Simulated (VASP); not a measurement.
Band structure of MnGe₂ (space group P6/mmm). All values below come from PBE GGA, VASP's PBE PAW potentials (set 64) (plane waves; VASP).

The moments were started parallel, and other spin orders were not tried in this run.

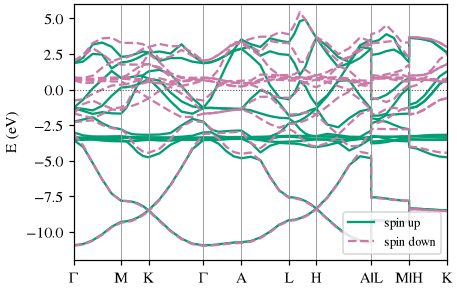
Figure: Bands along high-symmetry lines, zero at the valence-band maximum or, without a gap, the Fermi level

Problem. Read the plot: is there a gap, and where are the band edges?

Solution. It has no gap at this level: it comes out as a metal or semimetal.

The structure was generated: MnGe2 was put into an ordered model structure, which need not be its known phase. The cell was not relaxed at this level. The k-mesh is coarse (spacing up to 0.43 per Å, 2π included), so the numbers may not be converged in it.
